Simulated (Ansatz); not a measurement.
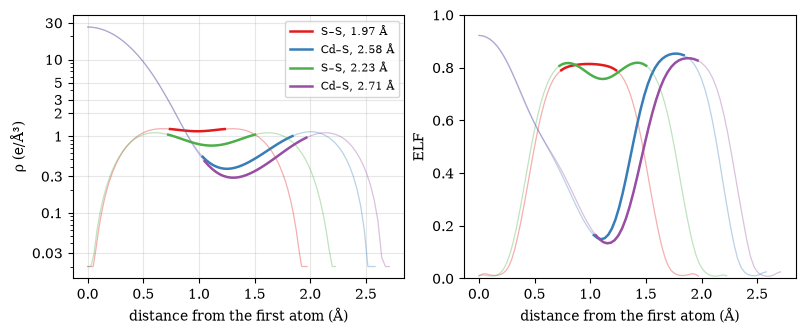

The picture shows: CdS5. Valence electron density and ELF along straight lines between neighbouring atoms. Thin, pale parts lie inside the atomic spheres.

Space group P2₁2₁2; a generated structure, not necessarily the stable one.

Computed with DFT PBE, scalar-relativistic, plane waves, PAW (Ansatz 0.2.0).

In a PAW calculation such maps are meaningful between the atoms, not at the nuclei.

The calculation's input:

```
crystal:
  lattice:
    - [4.5487817285, 0.0, 0.0]
    - [0.0, 5.1206096312, 0.0]
    - [0.0, 0.0, 17.0233046384]
  atoms:
    - { symbol: Cd, position: [0.0, 0.0, 0.0098279145] }
    - { symbol: Cd, position: [0.5, 0.5, 0.9901720855] }
    - { symbol: S, position: [0.4155082342, 0.6772469478, 0.3055001465] }
    - { symbol: S, position: [0.5844917658, 0.3227530522, 0.3055001465] }
    - { symbol: S, position: [0.9157075079, 0.3225314325, 0.4017168846] }
    - { symbol: S, position: [0.0842924921, 0.6774685675, 0.4017168846] }
    - { symbol: S, position: [0.9155082342, 0.8227530522, 0.6944998535] }
    - { symbol: S, position: [0.0844917658, 0.1772469478, 0.6944998535] }
    - { symbol: S, position: [0.4157075079, 0.1774685675, 0.5982831154] }
    - { symbol: S, position: [0.5842924921, 0.8225314325, 0.5982831154] }
    - { symbol: S, position: [0.5, 0.0, 0.9380603476] }
    - { symbol: S, position: [0.0, 0.5, 0.0619396524] }
basis:
  ecutwfc: 420
kpoints:
  mp_grid: { grid: [6, 6, 2] }
hamiltonian:
  xc: pbe
scf:
  occupations: { method: gaussian, width: 0.02 }
output:
  forces: true
  stress: true
  eigenvalues: true
  write_density: true
  write_potential: true
  elf: true
  volumetric_format: npy
relax:
  adjacent_minimum: "off"
  f_tol: 0.01
  max_steps: 80
  cell: { stress_tol: 0.05 }
```

Launched as:

```sh
ansatz run input.yaml --threads 1 --pin off --max-ram 2560MiB --backend cpu --events-out ev --progress --plain --runs-dir out
```

Below, planes, directions and counts refer to the conventional cell (a = 4.55 Å, b = 5.12 Å, c = 17.02 Å, α = 90.00°, β = 90.00°, γ = 90.00°).

> What can be read from the curves?

S–S (1.97 Å): ρ at the midpoint is about 1.2 e/Å³; the ELF peaks at about 0.80 between the atoms; a covalent bond.
Cd–S (2.58 Å): ρ at the midpoint is about 0.38 e/Å³; the ELF peaks at about 0.85 in the valence shell of S, 0.8 Å from its nucleus, and drops to about 0.15 between the two atoms.
S–S (2.23 Å): the density is about 0.75 e/Å³ at the midpoint; the ELF peaks at about 0.80 between the atoms: localised, covalent bonding.
Cd–S (2.71 Å): ρ at the midpoint is about 0.29 e/Å³; the ELF peaks at about 0.85 in the valence shell of S, 0.8 Å from its nucleus, and drops to about 0.15 between the two atoms.
